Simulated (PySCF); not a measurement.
```csv
atom,x (Å),y (Å),z (Å)
Ta,0.1866,0.3275,0.3009
O,0.1617,0.2877,2.1525
O,1.9170,0.2902,-0.3641
O,-0.7052,1.8173,-0.3510
O,-0.7652,-1.3905,-0.4229
H,-0.5559,-1.4589,-1.3705
```

Geometry: PBE-D3(BJ)/ma-def2-SVP; core potentials replace the inner electrons of Ta.

Theory: PySCF, DFT single point, gas phase, functional TPSSh.

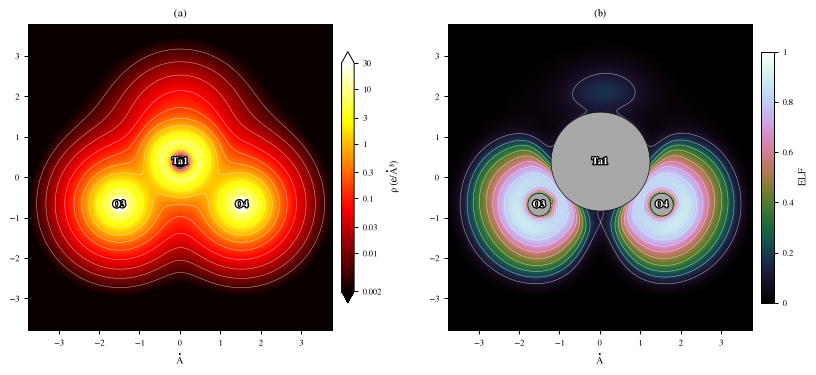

HO₄Ta (charge −2). (a) electron density; (b) electron localisation function on the plane of atoms O3, Ta1 and O4. Grey discs cover the atomic cores in the ELF map.

### What does the map show?

- Atoms in the plane: Ta and O.
- Ta–O (1.85 Å): the density is about 1.2 e/Å³ at the midpoint; the ELF peaks at about 0.80 in the valence shell of O, 0.5 Å from its nucleus, and drops to about 0.25 between the two atoms.
